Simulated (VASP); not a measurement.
Band structure of WC (wc). Level of theory: SCAN meta-GGA, VASP's PBE PAW potentials (set 64) (plane waves; VASP 6.6.1).

Unless said otherwise, spin-orbit coupling is left out, though it shifts the bands of the heavy elements here.

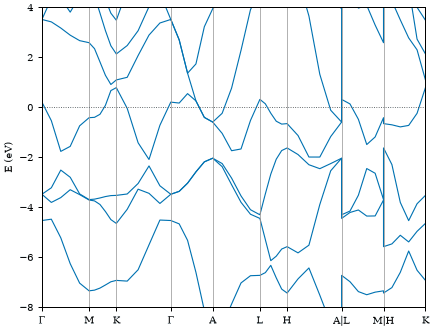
*Bands along high-symmetry lines, zero at the valence-band maximum or, without a gap, the Fermi level*

Question: Read the plot: is there a gap, and where are the band edges?

Answer: It has no gap at this level: it comes out as a metal or semimetal.

The compound is WC in the wc structure. It was relaxed first.
